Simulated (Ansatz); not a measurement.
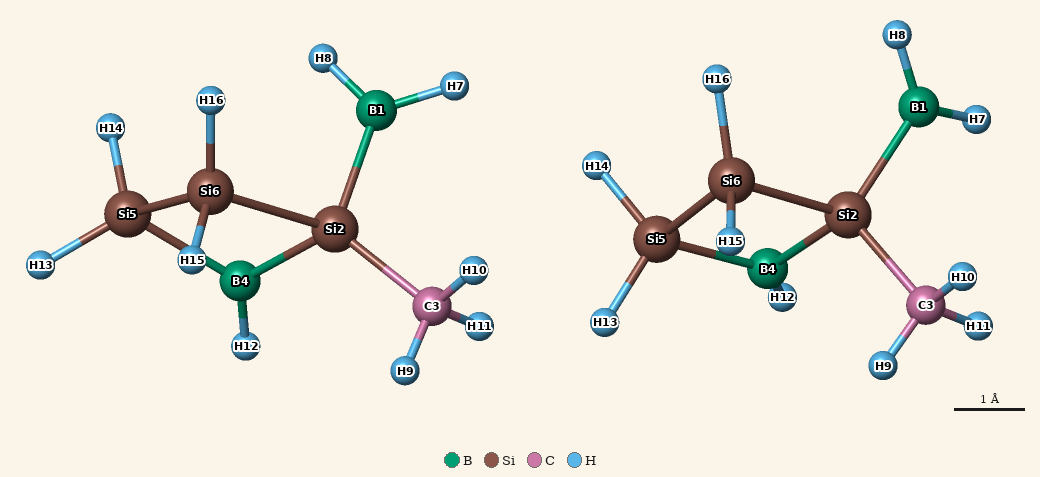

Two geometries of CH10B2Si3, drawn at one scale. One is the start of a relaxation, the other its converged end. Style: ball-and-stick. Shown at a tilt.

The calculation used Ansatz, RKS B3LYP/STO-3G. Set-up: no spin polarisation; force threshold 0.015 eV/Å; at most 40 steps.

Which one is relaxed?

The left one is the relaxed one. The run prepares an end point of a later path (torsion) calculation, from a guessed geometry. The energy falls by 1.158 eV in 17 accepted moves (20 points after the start). The largest force component goes from 2.9 to 0.0082 eV/Å. The line search rejected the trial steps at points 5, 13, 15 of the run. The atom that moves furthest after the best rigid fit is H8 (1.22 Å). By element the largest moves are H 1.22 Å, Si 0.43 Å, C 0.39 Å, B 0.36 Å. Near-neighbour distances that change, for instance: Si2–Si6 2.205 → 2.293 Å, Si5–Si6 2.184 → 2.267 Å, Si2–B4 2.043 → 1.977 Å, Si5–H14 1.512 → 1.449 Å. Among the angles between lasting bonds that change: Si2–B4–Si5 87.2° → 100.0°, H15–Si6–H16 120.1° → 107.6°, B4–Si5–Si6 97.9° → 85.5°. Groups turn about B4–Si5 by about 30°, Si2–Si6 by about 25°. The run took 100 s on 1 thread of Arm Neoverse V1, with other jobs on the host, peak memory 0.14 GiB.

Limits of the set-up: STO-3G is a minimal basis, so the numbers are rough.
